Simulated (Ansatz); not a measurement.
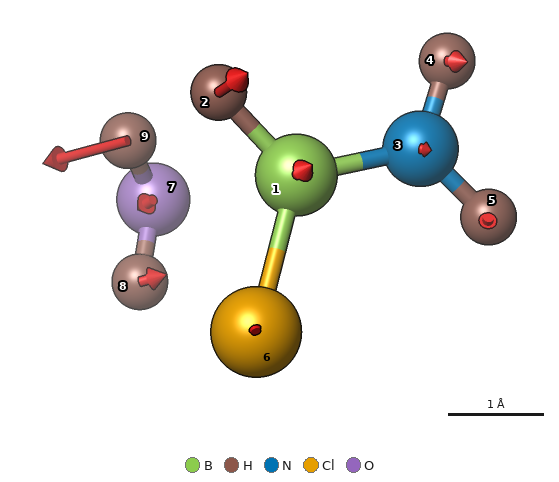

A relaxation of BNH₅OCl. The starting structure is drawn; red arrows show the displacements, 2 times their true length. The two geometries are superimposed by the best rigid fit.

The picture is a ball-and-stick view, seen at a tilt.

The run prepares an end point of a later path (reaction) calculation, from a guessed geometry.

All numbers below come from RKS PBE/def2-SVP (Ansatz). Set-up: no spin polarisation; force threshold 0.03 eV/Å; at most 50 steps.

### Which element moves most?

Hydrogen: up to 0.58 Å, against 0.16 Å for boron.

### What happened in the run?

The energy falls by 1.50 kcal/mol in 10 accepted moves (11 points after the start). Largest force component: 0.65 eV/Å at the start, 0.019 eV/Å at the end. The line search rejected the trial step at point 2 of the run. The largest move after the best rigid fit is that of H9, 0.58 Å. By element the largest moves are H 0.58 Å, B 0.16 Å, O 0.15 Å, N 0.07 Å, Cl 0.05 Å. Among the contacts that change: O7–H9 0.990 → 0.976 Å, B1–H2 1.200 → 1.211 Å. The run took 20 s on 2 threads of Arm Neoverse V1, with other jobs on the host, peak memory 0.14 GiB.
